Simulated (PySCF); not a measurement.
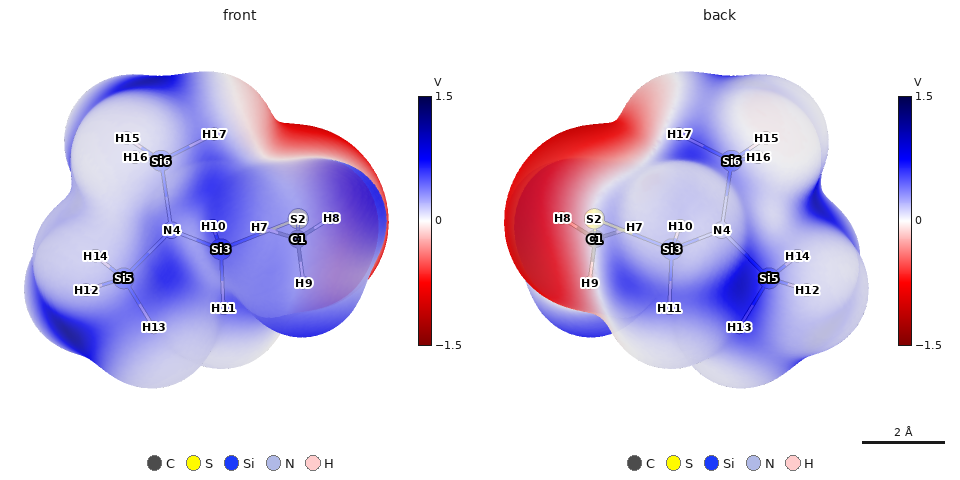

*CH11NSSi3 (SMILES CS[SiH2]N([SiH3])[SiH3]). The molecular electrostatic potential painted on the density surface at 0.001 e/bohr³, seen from the front and from behind; red is negative and blue positive.*

Geometry: GFN2-xTB, NEB image 0 of 0 to 8.

Theory: PBE0/pcSseg-1, SCF density, gas phase, non-relativistic in PySCF.

```xyz
17

C     2.4120    0.4819    0.9494
S     1.8364    1.7065   -0.2712
Si    0.2856    0.5824   -1.2243
N    -0.7267   -0.1624   -0.0252
Si   -1.1903   -1.8349   -0.2308
Si   -1.5436    0.8595    1.1420
H     1.5539    0.0600    1.4644
H     3.0527    1.0079    1.6491
H     2.9739   -0.2970    0.4434
H    -0.4228    1.5604   -2.0346
H     0.9069   -0.4829   -2.0020
H    -2.1579   -1.9393   -1.3257
H     0.0213   -2.5915   -0.5475
H    -1.7650   -2.2830    1.0332
H    -2.7590    1.4095    0.5371
H    -1.8529    0.0052    2.2866
H    -0.6315    1.9296    1.5326
```

Q: Describe the electrostatic potential map.

A: The most negative region (about −1.0 V) lies over S2, the most positive (about +1.1 V) over Si5 and Si6.

Q: How polar is the molecule by this calculation?

A: Its dipole moment is 1.80 D.
